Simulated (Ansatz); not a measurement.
Input

```
crystal:
  periodic: [false, false, false]
  atoms:
    - {symbol: Ge, position_ang: [-0.715657, 0.010806, -0.507762]}
    - {symbol: C, position_ang: [-0.661336, -0.017766, 1.482494]}
    - {symbol: F, position_ang: [-1.896525, 0.114311, 2.003804]}
    - {symbol: F, position_ang: [0.092551, 0.985305, 1.966295]}
    - {symbol: F, position_ang: [-0.147959, -1.171060, 1.945856]}
    - {symbol: C, position_ang: [1.180841, 0.008998, -1.113768]}
    - {symbol: F, position_ang: [1.844786, -1.063263, -0.646101]}
    - {symbol: F, position_ang: [1.833495, 1.106141, -0.691686]}
    - {symbol: F, position_ang: [1.260921, -0.018379, -2.458238]}
    - {symbol: H, position_ang: [-1.386367, 1.301025, -0.972588]}
    - {symbol: H, position_ang: [-1.404750, -1.256116, -1.008296]}
basis:
  gaussian: {orbitals: def2-TZVP, initial_orbitals: start.molden}
hamiltonian: {xc: pbe0, dispersion: d4}
scf: {omitted_lower_state_checks: [starts]}
output: {orbitals: {seedname: orbitals}}
```

Launched as:

```sh
ansatz run in.yaml --threads 4 --pin off --events-out ev --progress --plain --max-ram 4787MiB
```

Geometry: r2SCAN-D4/def2-SVP.

Level of theory: RKS PBE0-D4/def2-TZVP in Ansatz.

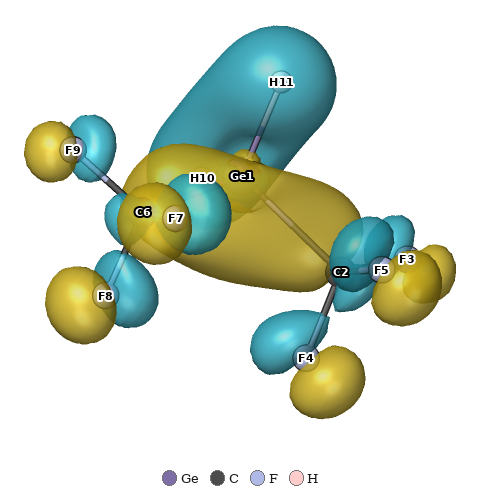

C2H2F6Ge. The HOMO−1 at ±0.1 Å⁻³ᐟ² (yellow and cyan are the two phases), seen at an oblique angle.

> Where does this orbital lie, and at what energy?

By Hirshfeld shares it lies mainly on Ge1 (about 30 %), C6 (about 10 %), C2 (about 10 %), H10 (about 10 %), H11 (about 10 %) and F7 (about 10 %). Its energy is −10.05 eV.
